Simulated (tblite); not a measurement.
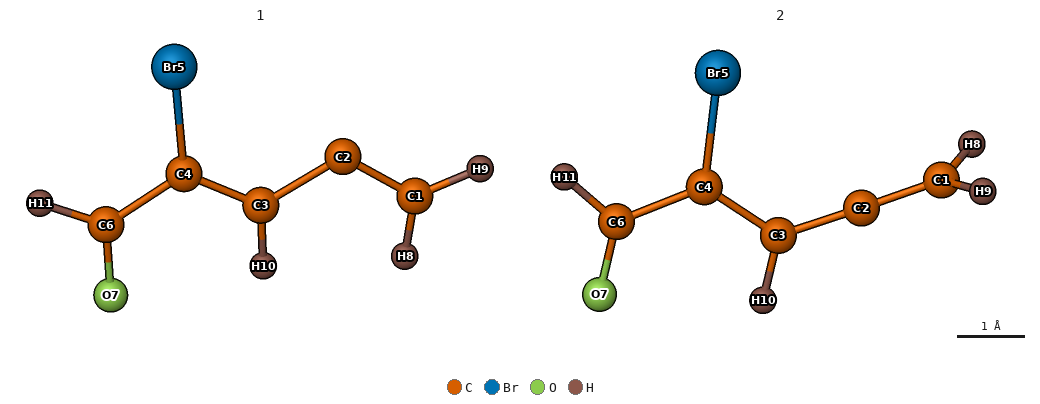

Two geometries of C5H4BrO (multiplicity 2), drawn at one scale. One is the start of a relaxation, the other its converged end. A ball-and-stick model, seen at a tilt.

Method: GFN2-xTB geometry optimisation, gas phase in tblite. 

> Which geometry has the lower energy?

Structure 2 is the relaxed one. The atom that moves furthest after the best rigid fit is H8 (1.85 Å). Largest moves by element: H 1.85 Å, C 0.92 Å, O 0.58 Å, Br 0.57 Å. Some distances before and after: C2–C3 1.491 → 1.326 Å, C3–C4 1.323 → 1.408 Å, C1–C2 1.330 → 1.285 Å, C6–O7 1.258 → 1.217 Å. Among the angles between lasting bonds that change: C1–C2–C3 112.0° → 178.8°, C2–C3–C4 118.7° → 125.5°, C4–C6–H11 121.2° → 114.6°. The energy falls by 184.7 kJ/mol in 94 geometry steps.
